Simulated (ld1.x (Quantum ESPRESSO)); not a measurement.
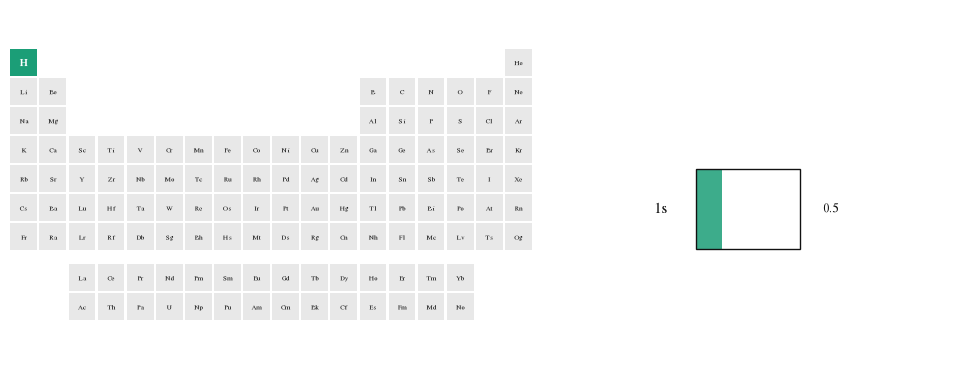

Left, the place of hydrogen in the periodic table; right, the valence shells of the reference configuration: a box for each of the 2l + 1 orbitals, shaded by the share of the shell that is filled, with the electron count at the right. The shells are those of the unaltered input.

Pseudopotential generation, with input and output: H

System: hydrogen (H, Z = 1), core none, reference valence 1s0.5 (an ion of charge +0.5), valence charge 1. (This line and the method describe the unaltered input from which the odd one was made.)
Method: TM potential, PBEsol, non-relativistic, made with ld1.x (Quantum ESPRESSO) 7.5.

**The input**
```
 &input
   title='H', zed=1., rel=0, dft='PBESOL', iswitch=3,
   config='1s0.5 2p-2',
   nld=2, rlderiv=0.70, eminld=-3.0, emaxld=5.0, deld=0.02
 /
 &inputp
   pseudotype=2, tm=.true., lloc=-2, rcloc=0.55,
   nlcc=.false.,
   file_pseudopw='H.UPF', file_wfcaegen='ae.wfc', file_wfcncgen='nc.wfc', file_beta='beta', file_chi='chi'
 /
2
1S  1  0   0.50   0.00  0.65  0.65  0.0
2P  3  1  -2.00   0.25  0.65  0.65  0.0
 &test
   configts(1)='1s0.5'
 /
```

Run as:
```bash
ld1.x < H.in > H.out
```

**Output**
```
     Program LD1 v.7.5
     --------------------------- All-electron run ----------------------------

     H

     atomic number is  1.00
     dft =PBESOL   lsd =0 sic =0 latt =0  beta=0.20 tr2=1.0E-14
     Exchange-correlation= PBESOL
                           (   1   4  10   8   0   0   0)
     mesh = 929 r(mesh) =  99.48432 a.u. xmin = -7.00 dx = 0.01250
     1 Ry =  13.60569312 eV

     n l     nl                  e(Ry)          e(Ha)          e(eV)
     1 0     1S 1( 0.50)        -0.9131        -0.4565       -12.4231

     final scf error:  8.0E-15 reached in  13 iterations

     Etot =      -0.557477 Ry,      -0.278739 Ha,      -7.584865 eV

     Ekin =       0.546416 Ry,       0.273208 Ha,       7.434371 eV
     Encl =      -1.045360 Ry,      -0.522680 Ha,     -14.222842 eV
     Eh   =       0.163551 Ry,       0.081776 Ha,       2.225228 eV
     Exc  =      -0.222085 Ry,      -0.111043 Ha,      -3.021622 eV

     normalization and overlap integrals

     s(1S/1S) =  1.000000  <r> =   1.4339  <r2> =    2.7456  r(max) =   0.9512

     ------------------------ End of All-electron run ------------------------

     --------------------- Generating NC pseudopotential ---------------------

      Generating local potential from pseudized AE potential:
      Matching radius rcloc =   0.5500
      Enforcing V''(0)=0 (lloc=-2)

      Local pseudo, rcloc= 0.549 Estimated cut-off energy=    93.72 Ry

      Wfc   1S  rcut= 0.654  Using Troullier-Martins method

      Wfc   2P  rcut= 0.654  Using Troullier-Martins method

     ------------------- End of pseudopotential generation -------------------

     --------------------------- All-electron run ----------------------------

     H

     atomic number is  1.00
     dft =PBESOL   lsd =0 sic =0 latt =0  beta=0.20 tr2=1.0E-14
     Exchange-correlation= PBESOL
                           (   1   4  10   8   0   0   0)
     mesh = 929 r(mesh) =  99.48432 a.u. xmin = -7.00 dx = 0.01250
     1 Ry =  13.60569312 eV

     n l     nl                  e(Ry)          e(Ha)          e(eV)
     1 0     1S 1( 0.50)        -0.9131        -0.4565       -12.4231

     final scf error:  8.0E-15 reached in  13 iterations

     Etot =      -0.557477 Ry,      -0.278739 Ha,      -7.584865 eV

     Ekin =       0.546416 Ry,       0.273208 Ha,       7.434371 eV
     Encl =      -1.045360 Ry,      -0.522680 Ha,     -14.222842 eV
     Eh   =       0.163551 Ry,       0.081776 Ha,       2.225228 eV
     Exc  =      -0.222085 Ry,      -0.111043 Ha,      -3.021622 eV

     normalization and overlap integrals

     s(1S/1S) =  1.000000  <r> =   1.4339  <r2> =    2.7456  r(max) =   0.9512

     ------------------------ End of All-electron run ------------------------

     Computing logarithmic derivative in   0.70031
     Computing logarithmic derivative in   0.70031
     Computing the partial wave expansion
     R is outside the sphere for l=    0 j= 0.00
     R is outside the sphere for l=    1 j= 0.00

     ---------------------- Testing the pseudopotential ----------------------

     H

     atomic number is  1.00   valence charge is  1.00
     dft =PBESOL   lsd =0 sic =0 latt =0  beta=0.20 tr2=1.0E-14
     mesh = 929 r(mesh) =  99.48432 xmin = -7.00 dx = 0.01250

     n l     nl             e AE (Ry)        e PS (Ry)    De AE-PS (Ry)
     1 0     1S   1( 0.50)       -0.91308       -0.91308        0.00000

     eps = 4.2E-15  iter =  4

     Etot =      -0.557477 Ry,      -0.278739 Ha,      -7.584865 eV
     Etotps =    -0.557464 Ry,      -0.278732 Ha,      -7.584687 eV

     Ekin =       0.543088 Ry,       0.271544 Ha,       7.389091 eV
     Encl =      -0.968397 Ry,      -0.484198 Ha,     -13.175706 eV
     Ehrt =       0.163529 Ry,       0.081764 Ha,       2.224924 eV
     Ecxc =      -0.222031 Ry,      -0.111015 Ha,      -3.020880 eV
     Epseu=      -0.073654 Ry,      -0.036827 Ha,      -1.002115 eV

     ---------------------- End of pseudopotential test ----------------------
```

**Outcome**

```
 quantity                      value
  outcome                  generated
 hardware  1 CPU thread, shared host
wall time                     0.61 s
```

**What is odd here**

This input holds a deliberate oddity: pseudo principal number of 2P raised by one. The program ran to the end. The all-electron atom is untouched: its total energy equals that from the unaltered input (−0.5575 Ry). The pseudo-atom's energy and levels in the reference configuration are also those from the unaltered input, so the oddity leaves no trace there. The pseudo-atom meets the occupied all-electron levels that the test lists within 0.00001 Ry. No test for ghost states or cutoffs was run on this potential, so its soundness isn't shown.
